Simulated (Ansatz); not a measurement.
We consider C11b WSi₂, described by PBEsol (PAW; Ansatz, a program for electronic structure).

Run with plane-wave cutoff 520 eV, 24×24×24 k mesh, Fermi–Dirac smearing 0.05 eV, no spin polarisation, scalar-relativistic PAW data made under PBE.

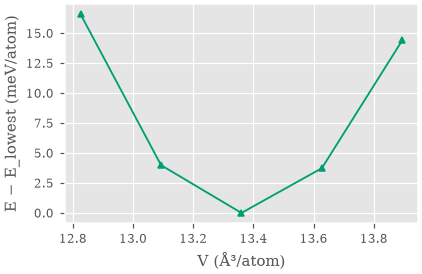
Figure: Total energy against volume

**Question.** From the curve, estimate the equilibrium volume and the bulk modulus.

**Answer.** V0 ≈ 13.4 Å³/atom and B0 ≈ 230 GPa; the fit gives V0 = 13.360 Å³/atom, B0 = 231 GPa, B′ = 4.4.

Shape and atoms are relaxed at each volume.

Note: the bulk modulus comes from volumes at which shape and atoms were relaxed.

Spin–orbit coupling is not included.

The computed numbers hold no vibrational or temperature effects.
